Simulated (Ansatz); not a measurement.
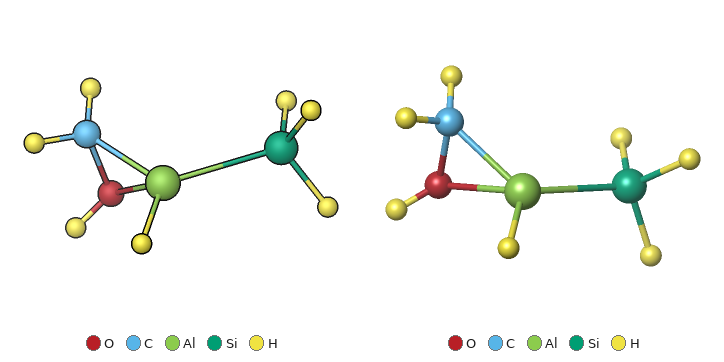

The same structure drawn twice, from different directions.

Computed geometry: PBE0-D4/def2-TZVP optimisation.

Question: Count the atoms of each element.

Answer: CH7AlOSi, 11 atoms: 1 carbon, 7 hydrogen, 1 aluminium, 1 oxygen and 1 silicon.

Question: Give the symmetry (Schoenflies symbol).

Answer: C1.

More results for the same structure follow; atom numbers are the same in all pictures, views and colours differ.

Levels of theory compared

Program: Ansatz 0.2.0.

Tabulate HOMO energy (eV), HOMO–LUMO gap (eV), dipole (D) at these levels: B3LYP-D4/def2-TZVPP; PBE-D4/def2-TZVPP; r2SCAN-D4/def2-TZVPP; ωB97M-V/def2-TZVPP.

```
               level  HOMO energy (eV)  HOMO–LUMO gap (eV)  dipole (D)
 B3LYP-D4/def2-TZVPP             −6.90                5.94        3.07
   PBE-D4/def2-TZVPP             −5.95                4.40        3.10
r2SCAN-D4/def2-TZVPP             −6.19                4.97        3.12
  ωB97M-V/def2-TZVPP             −9.14                9.98        3.09
```

Vibrations

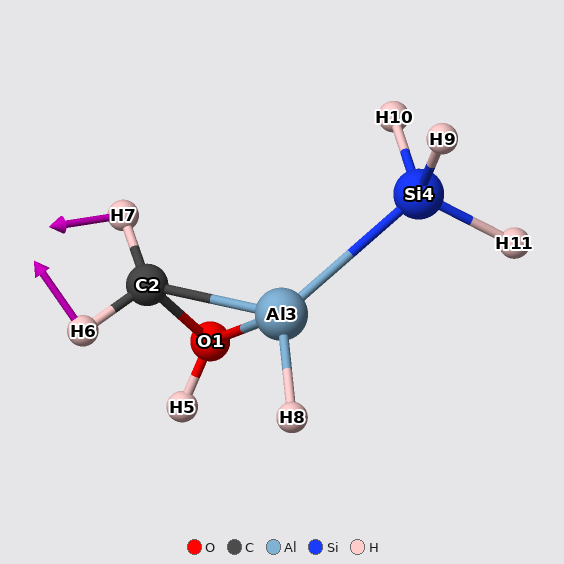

The arrows show one normal mode. Harmonic vibrations computed with RKS PBE0-D4/def2-TZVP (Ansatz 0.2.0) at a stationary point of the same level.

Question: Describe the motion.

Answer: Mostly angle bending.

Question: Estimate its harmonic wavenumber.

Answer: 1451 cm⁻¹; it is mode 20 of 27 counted from the lowest.

Charges

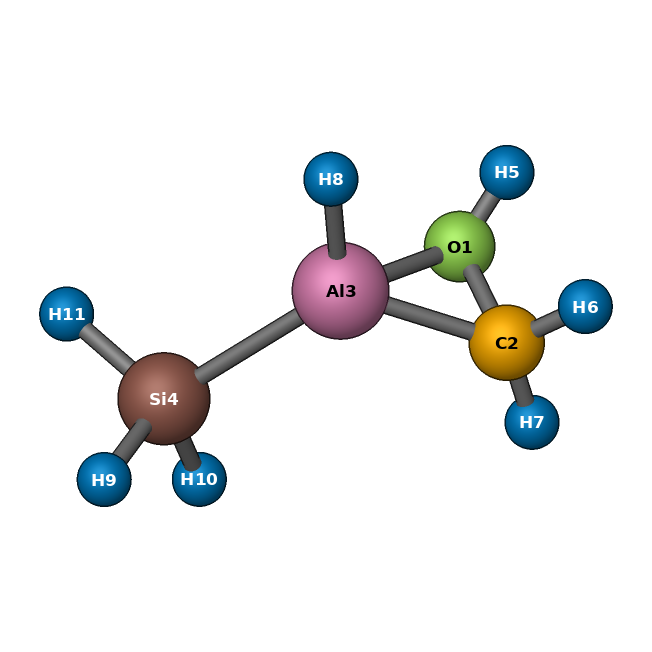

The questions are on Mulliken charges. Properties computed with RKS PBE-D4/def2-TZVPP (Ansatz 0.2.0).

List the Mulliken charges.

| atom | value (e) |
| --- | --- |
| O1 | −0.17 |
| C2 | −0.27 |
| Al3 | 0.37 |
| Si4 | −0.05 |
| H5 | 0.21 |
| H6 | 0.10 |
| H7 | 0.11 |
| H8 | −0.14 |
| H9 | −0.05 |
| H10 | −0.05 |
| H11 | −0.05 |

Mulliken values depend strongly on the basis set and can even reverse the polarity of a bond.
